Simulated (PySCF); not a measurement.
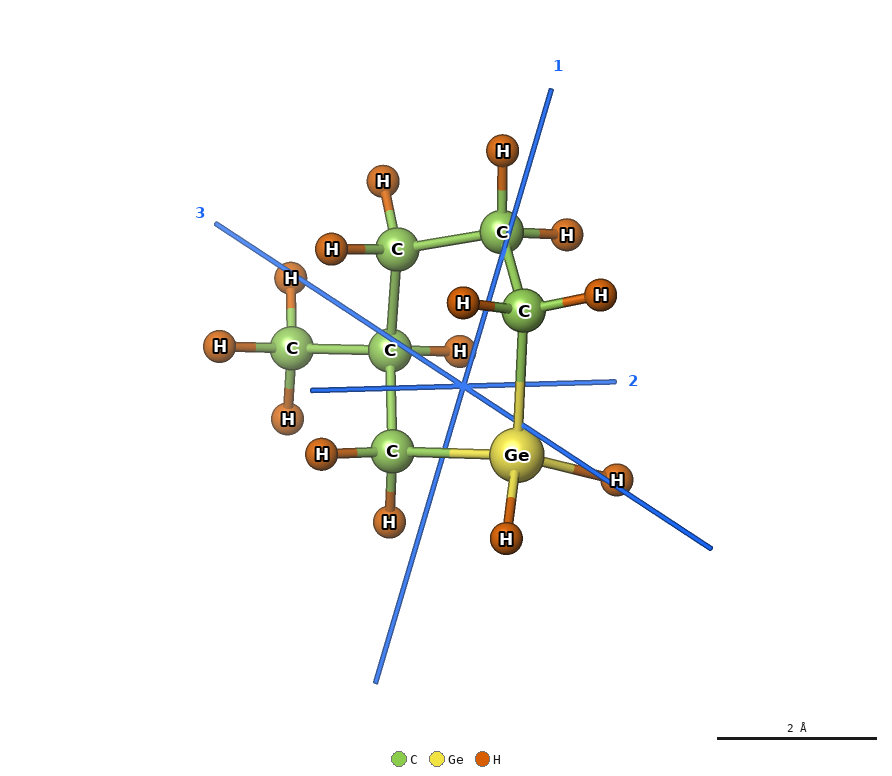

The three principal axes of inertia are drawn and numbered. Distant atoms are faded towards the background colour. The computed structure is the end point of a PBE0-D3(BJ)/def2-SVP optimisation. No frequency run is at hand to confirm it as a minimum. Masses are those of the most abundant isotopes; constants are for the rigid equilibrium geometry.

> Which line is the a axis (least moment of inertia), which b and which c?

a is line 3, b is line 1, c is line 2; the moments are 185, 380, 526 u Å².

> What kind of rotor is it, and what are its rotational constants in GHz?

An asymmetric top (C1): A = 2.74, B = 1.33, C = 0.961 GHz. Ray's parameter κ is −0.58, nearer the prolate limit.
